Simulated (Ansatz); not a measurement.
# CH2BF3O (SMILES OC(F)B(F)F): HF/STO-3G

What is the vertical singlet–triplet gap of CH2BF3O at HF/STO-3G? 

Program for the calculation: Ansatz 0.2.0.

97 further runs of the same task are left out: 97 set aside as unsound or not needed. Runs told in other sessions of the task aren't counted.

## (1) Starting point

CH2BF3O: 8 atoms, total charge 0, spin state singlet. As SMILES, `OC(F)B(F)F`. The shape is that of a PBE0-D4/def2-TZVP optimisation. This is one conformer, not always the lowest.

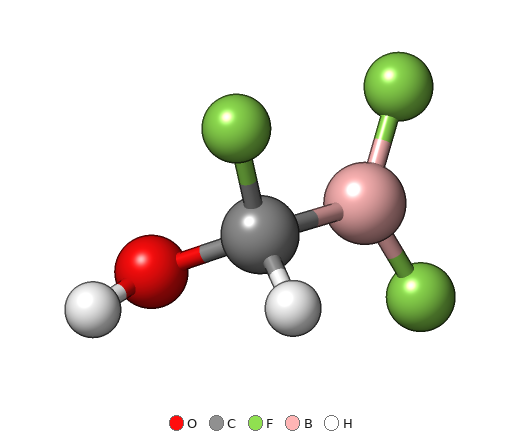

The structure, seen from a chosen angle (oxygen red, carbon grey, fluorine green, boron pink, hydrogen white).

## (2) The energy at HF/STO-3G

job.yaml

```yaml
crystal:
  periodic: [false, false, false]
  atoms:
    - symbol: O
      position_ang: [-0.197300, -1.323900, 0.466200]
    - symbol: C
      position_ang: [0.446500, -0.164100, 0.086400]
    - symbol: F
      position_ang: [1.166700, 0.362800, 1.146700]
    - symbol: B
      position_ang: [-0.673500, 0.866000, -0.392200]
    - symbol: F
      position_ang: [-1.258000, 0.689100, -1.556000]
    - symbol: F
      position_ang: [-1.023000, 1.898300, 0.333000]
    - symbol: H
      position_ang: [0.445400, -2.033100, 0.566400]
    - symbol: H
      position_ang: [1.185400, -0.352200, -0.706200]
basis:
  gaussian:
    orbitals: STO-3G
hamiltonian:
  xc: hf
accuracy: high
output:
  orbitals: {seedname: orbitals}
```

Command:

```
$ ansatz run job.yaml --threads 1 --pin off --max-ram 3480MiB --events-out events.jsonl --progress --plain --runs-dir runs
```

The program printed:

```text
Warning: RAYON_NUM_THREADS=1 ignored (pool sized by the plan → 1); use --threads N
Functional definition: HF
  name "HF"
  exchange = exact_x
  correlation = 0
670 factors; integrals over basis functions are off by at most 3.9e-8 eV
mean field evaluation 1: about -11722.7217 eV, gradient 3.8e1 eV
mean field evaluation 2: about -11722.9591 eV, gradient 3.8e1 eV
mean field evaluation 4: about -11728.1576 eV, gradient 2.1e0 eV
mean field evaluation 8: about -11728.1763 eV, gradient 5.0e-4 eV
mean field -11728.17628548 eV, -431.0025288479 hartree, gradient 2.3e-8 eV, S^2 0.000000; 0 other end points of the search recorded, 0 dependent functions left out
reference -11728.17628548 eV, -431.0025288479 hartree; 24, 24 occupied and 8, 8 virtual orbitals, 670 factors
Total energy: -11728.17628548 eV, -431.0025288479 hartree
```

Wall time 0.32 s (1 thread of Arm Neoverse V2, shared host).

## (3) The triplet

in.yaml

```yaml
crystal:
  periodic: [false, false, false]
  atoms:
    - {symbol: O, position_ang: [-0.197300, -1.323900, 0.466200]}
    - {symbol: C, position_ang: [0.446500, -0.164100, 0.086400]}
    - {symbol: F, position_ang: [1.166700, 0.362800, 1.146700]}
    - {symbol: B, position_ang: [-0.673500, 0.866000, -0.392200]}
    - {symbol: F, position_ang: [-1.258000, 0.689100, -1.556000]}
    - {symbol: F, position_ang: [-1.023000, 1.898300, 0.333000]}
    - {symbol: H, position_ang: [0.445400, -2.033100, 0.566400]}
    - {symbol: H, position_ang: [1.185400, -0.352200, -0.706200]}
basis:
  gaussian:
    orbitals: STO-3G
magnetization:
  spin_polarized: true
  initial_magnetization: 2
hamiltonian:
  xc: hf
accuracy: high
output: {orbitals: {seedname: orbitals}}
```

Command:

```
$ ansatz run in.yaml --threads 1 --pin off --max-ram 3480MiB --events-out events.jsonl --progress --plain --runs-dir runs
```

The program printed, shortened:

```text
Warning: RAYON_NUM_THREADS=1 ignored (pool sized by the plan → 1); use --threads N
[... 2 set-up lines as earlier in the session ...]
[...]
670 factors; integrals over basis functions are off by at most 3.9e-8 eV
[...]
mean field -11720.15414999 eV, -430.7077208063 hartree, gradient 1.6e-8 eV, S^2 2.005761; 5 other end points of the search recorded, 0 dependent functions left out
reference -11720.15414999 eV, -430.7077208063 hartree; 25, 23 occupied and 7, 9 virtual orbitals, 670 factors
Total energy: -11720.15414999 eV, -430.7077208063 hartree
```

Run time: 4.8 s. Hardware: 1 thread of Arm Neoverse V2, shared host; peak memory 0.096 GiB.

## (4) Summary of results

Level: HF/STO-3G.

```
                                        quantity          value
                           singlet: total energy  -431.00253 Eh
                            singlet: HOMO energy       -9.82 eV
                            singlet: LUMO energy        7.93 eV
                          singlet: HOMO–LUMO gap       17.74 eV
                           triplet: total energy  -430.70772 Eh
     triplet: HOMO energy (highest over α and β)       -2.85 eV
      triplet: LUMO energy (lowest over α and β)        0.71 eV
                                   triplet: ⟨S²⟩          2.006
vertical energy of the triplet above the singlet       8.022 eV
```

In words: At this shape the triplet lies 8.02 eV (185 kcal/mol) above the singlet. In a minimal basis such a difference can be off by several eV, whatever the method.
